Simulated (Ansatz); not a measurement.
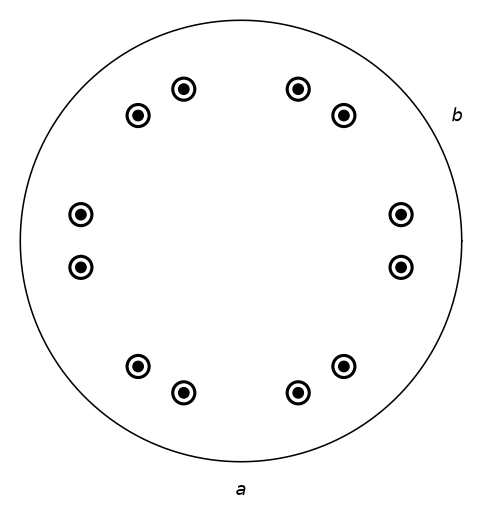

Stereographic projection: filled dots lie in the upper hemisphere, open rings in the lower. The c axis points at the viewer. The poles are all faces of one general form. Computed from the symmetry operations of a computed or model structure of composition Ru.

Name the crystal class.

6/mmm (D6h), order 24, hexagonal system: one sixfold axis, six twofold axes, seven mirror planes, an inversion centre.

Can such a crystal be piezoelectric, pyroelectric or chiral?

It is centrosymmetric, so neither piezoelectric nor pyroelectric; it is not chiral.
